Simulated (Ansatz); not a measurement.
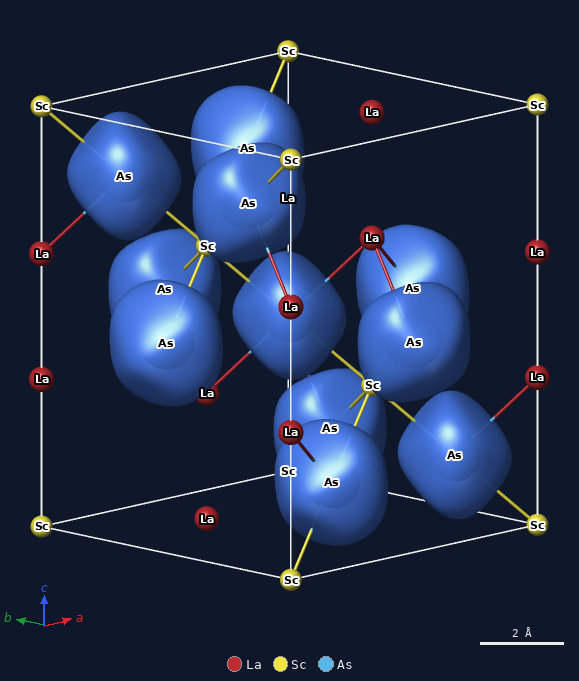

La2ScAs3. Isosurface of the ELF at 0.55 (blue), seen at an oblique angle. Only the valence region is drawn (cores and ρ < 0.01 e/Å³ removed). Sticks mark near contacts.

Space group R-3m; a structure from a database of computed crystals, not necessarily the ambient phase; started from the Li2GaCu3-166 prototype, which need not be the ambient phase.

Method: Ansatz 0.2.0, DFT, PBEsol, plane waves, PAW.

The calculation's input:

```
crystal:
  lattice:
    - [2.97841291, 1.7195875, 4.77360235]
    - [-2.97841291, 1.7195875, 4.77360235]
    - [0.0, -3.43917499, 4.77360235]
  atoms:
    - { symbol: La, position: [0.62478392, 0.62478392, 0.62478392] }
    - { symbol: La, position: [0.37521608, 0.37521608, 0.37521608] }
    - { symbol: Sc, position: [0.0, 0.0, 0.0] }
    - { symbol: As, position: [0.0, 0.5, 0.0] }
    - { symbol: As, position: [0.5, 0.0, 0.0] }
    - { symbol: As, position: [0.0, 0.0, 0.5] }
kpoints:
  mp_grid: { grid: [4, 4, 4] }
hamiltonian:
  xc: pbesol
scf:
  occupations: { method: fermi_dirac, width: 0.03 }
relax:
  f_tol: 0.01
  cell: {}
  max_steps: 120
output:
  write_density: true
  write_potential: true
  elf: true
  volumetric_format: npy
```

Launched as:

```sh
ansatz run input.yaml --threads 2 --pin off --max-ram 2211MiB --backend cpu --events-out ev --progress --plain --runs-dir out
```

Below, planes, directions and counts refer to the conventional cell (a = 6.93 Å, b = 6.93 Å, c = 10.99 Å, α = 90.00°, β = 90.00°, γ = 120.00°).

The fields are those of the run's last geometry, not of the input's.

What do the ELF domains correspond to?

Answer. The surface consists of nine regions wrapped around As (the valence shell of each), counted in one cell of 18 atoms. Regions shared between cells count once. Along the contacts the grid gives the following. Sc–As (2.71 Å): the ELF is about 0.45 at the midpoint. La–As (2.84 Å): the ELF is about 0.35 at the midpoint.
